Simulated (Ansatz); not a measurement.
Dissociation curve of C4H12Cl2Ga2, singlet. The C4–H20 bond (C4 also carries Ga, H, H; H20 carries nothing else) is pulled apart rigidly from the PBE0/def2-SVP optimised geometry.

```
20

Ga    -1.5656    -0.9534    -0.6837
Ga    -3.5618     1.0172    -2.6375
Cl    -1.6848    -0.4306    -3.0256
C      0.0000     0.0000     0.0000
H      0.0000     1.0421    -0.3496
H      0.9266    -0.4848    -0.3441
C     -2.2542    -2.7761    -0.5066
H     -2.4520    -3.0115     0.5506
H     -1.5218    -3.5033    -0.8898
H     -3.1900    -2.8916    -1.0714
Cl    -3.4406     0.4969    -0.2951
C     -2.8782     2.8415    -2.8177
H     -3.6095     3.5668    -2.4289
H     -2.6880     3.0783    -3.8759
H     -1.9390     2.9583    -2.2590
C     -5.1255     0.0588    -3.3188
H     -6.0532     0.5467    -2.9822
H     -5.1272    -0.9804    -2.9609
H     -5.1213     0.0499    -4.4198
H      0.0000     0.0000     1.1009
```

RKS-B3LYP = restricted B3LYP/def2-SVP in Ansatz (a first-principles code); RKS-PBE0 = restricted PBE0/def2-SVP in Ansatz; UKS-PBE0 = unrestricted PBE0/def2-SVP in Ansatz; UKS-PBE = unrestricted PBE/def2-SVP run with Ansatz.

Energies are in mEh, each relative to the lowest point of its own curve near equilibrium.

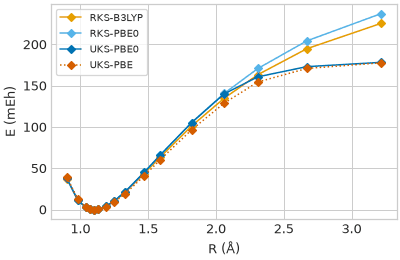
Figure: Energy against bond length for each method.

```
R / Å  RKS-B3LYP  RKS-PBE0  UKS-PBE0  UKS-PBE
-----  ---------  --------  --------  -------
0.90        37.4      37.7      37.7     39.3
0.98        11.5      11.5      11.5     12.6
1.04         2.6       2.6       2.6      3.1
1.07         0.6       0.6       0.6      0.9
1.10         0.0       0.0       0.0      0.0
1.13         0.5       0.5       0.5      0.2
1.19         4.0       4.2       4.2      3.3
1.25        10.1      10.5      10.5      8.9
1.33        20.9      21.6      21.6     19.2
1.47        43.4      45.0      45.0     40.8
1.59        63.8      66.2      66.2     60.6
1.82       101.1     105.2     105.2     96.6
2.06       134.8     140.6     140.1    128.8
2.31       163.4     170.9     160.8    154.5
2.67       194.7     204.2     173.0    170.9
3.22       225.6     237.4     178.3    177.7
```

At the longest distance, 3.22 Å, RKS-PBE0 lies highest above its minimum (237.4 mEh) and UKS-PBE lowest (177.7 mEh).

The restricted form behind RKS-B3LYP, RKS-PBE0 keeps the bonding electrons paired and can't separate into open-shell fragments. The unrestricted determinant behind UKS-PBE0 is spin-contaminated at 2.06 to 3.22 Å (<S²> up to 1.0, against 0.00 for a pure singlet). The unrestricted solution behind UKS-PBE changes between 2.31 and 2.67 Å, which can leave a kink. The unrestricted determinant behind UKS-PBE is spin-contaminated at 2.31 to 3.22 Å (<S²> up to 1.0, against 0.00 for a pure singlet).
